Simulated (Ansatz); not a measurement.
The starting structures come from a database of crystals and need not be the phases stable at ambient conditions.

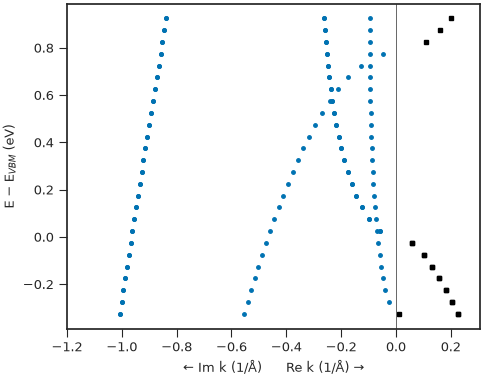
*Complex bands at the centre of the two-dimensional zone; r2SCAN in Ansatz (a first-principles code)*

The gap is the functional's own, uncorrected, and κ follows it; spin-orbit coupling is left out. Mid-gap means the computed energy nearest the middle.

### Question
This is SiGe (P6_3mc, wurtzite, 4 atoms a cell, 21.3 Å³ an atom) along the normal of (001). Read off the slowest decay at the centre of the two-dimensional zone at 0.33 eV, the computed energy nearest the middle of the gap.

### Answer
κ ≈ 0.09 1/Å, a decay length 1/(2κ) of the density of 5.8 Å.
